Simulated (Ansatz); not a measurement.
Yb (fcc, Cu type)

Space group Fm-3m (No. 225); a = 5.198 Å, b = 5.198 Å, c = 5.198 Å, α = 90.00°, β = 90.00°, γ = 90.00°

```tsv
atom	site	symmetry	x	y	z
Yb	4a	m-3m	0.0000	0.0000	0.0000
```
(The calculation used a cell of 1 atom; values per cell refer to that cell.)

E(V) scan at fixed shape, V₀ the volume above. Symmetry pins the atoms to their sites.

Level of theory: r2SCAN (plane waves to 500 eV, PAW, scalar-relativistic; Ansatz, a program for electronic structure). k mesh 15×15×15 (Γ-centred), Fermi-Dirac smearing 0.05 eV. The energy includes the smearing's −TS. The PAW data are Ansatz's earlier set. The relaxed volume of Yb is well below the measured one. Yb is run without spin polarisation. Yb was relaxed with its symmetry unable to fall. The f-shell state is unchecked: a lower one may exist. The zero of ΔE is the relaxed starting cell.

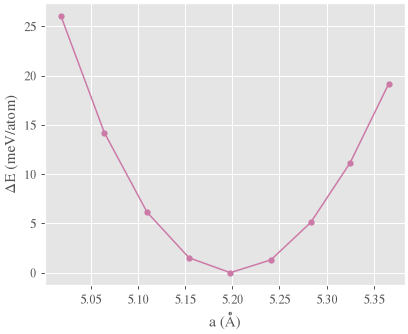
Figure. ΔE (meV/atom) against a (Å); computed points joined by lines.

The equilibrium volume of the fit comes out as 35.13 Å³/atom, the pressure derivative B₀′ (fit) is 3.3 and the bulk modulus B₀ (third-order Birch-Murnaghan fit) is 20.3 GPa. The energy cost of the largest compression comes out as 26 meV/atom and the pressure for 5 % compression (fit) is 1.1 GPa.

P = (3B₀/2)(x⁷ − x⁵)[1 + ¾(B₀′ − 4)(x² − 1)] with x = (1/0.95)^(1/3), B₀ = 20.3 GPa and B₀′ = 3.25.

(A scan under strain: stresses follow from slopes of the energy per volume, elastic moduli from its curvatures.)
